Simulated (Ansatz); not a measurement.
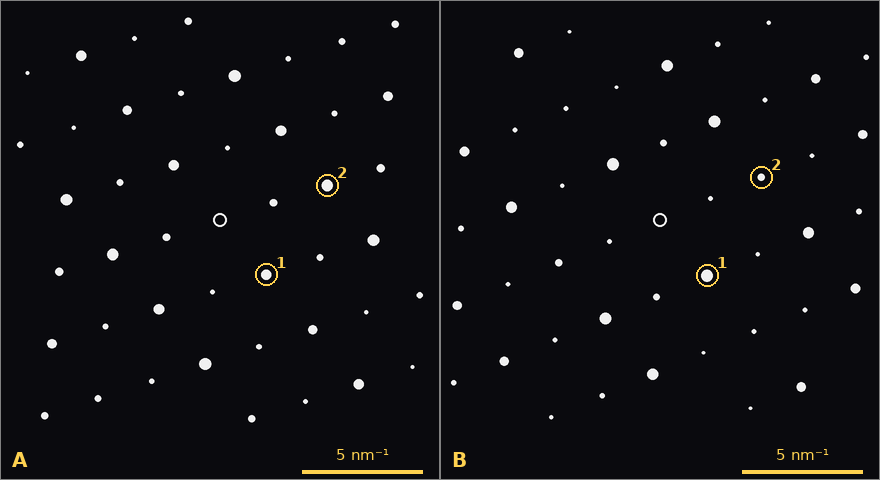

Kinematic electron diffraction patterns (120 kV, B = 0.5 Å², same scale) along [111] of the run's own cell, for the start and the end of one relaxation of Bi2B with DFT PBE, scalar-relativistic, plane waves, PAW (Ansatz). k mesh 6×6×10. The start is a generated model structure, and the relaxation ends in the nearest stationary point of its symmetry, not necessarily the ground state. Spot 1 is 0 -1 1 and spot 2 is 2 -2 0 in both.

Start structure:

```yaml
crystal:
  lattice:
    - [5.91069, 0.00000, 0.00000]
    - [0.00000, 6.09066, 0.00000]
    - [0.00000, 0.00000, 3.97835]
  atoms:
    - { symbol: B, position: [0.50000, 0.50000, 0.50000] }
    - { symbol: B, position: [0.00000, 0.00000, 0.00000] }
    - { symbol: Bi, position: [0.22500, 0.82500, 0.50000] }
    - { symbol: Bi, position: [0.72500, 0.67500, 0.00000] }
    - { symbol: Bi, position: [0.77500, 0.17500, 0.50000] }
    - { symbol: Bi, position: [0.27500, 0.32500, 0.00000] }
```

**Which pattern belongs to the start structure, and which to the relaxed one?**

A is the start: its cell gives d(1) = 3.331 Å, d(2) = 2.121 Å and an angle of 67.6°. B is the relaxed structure, with d(1) = 3.276 Å (-1.6 %), d(2) = 2.170 Å (+2.3 %) and 72.7°.

**Name reflections whose intensity changes strongly on relaxation.**

0 2 -2 goes from 35 to 1.6 % of the strongest spot; 3 -3 0 goes from 24 to 1.3 % of the strongest spot; 1 -1 0 goes from 15 to 1.4 % of the strongest spot.

**What did the relaxation do to the structure and the energy?**

The volume changed by +0.2 % to 23.91 Å³ an atom; with the mean shift removed, the atoms moved by up to 0.31 Å relative to the cell (Bi most); the space group stayed Pnnm (No. 58); the free energy fell by 97 meV an atom. Relaxed cell: a = 5.577 Å, b = 6.914 Å, c = 3.721 Å, α = 90.00°, β = 90.00°, γ = 90.00°.
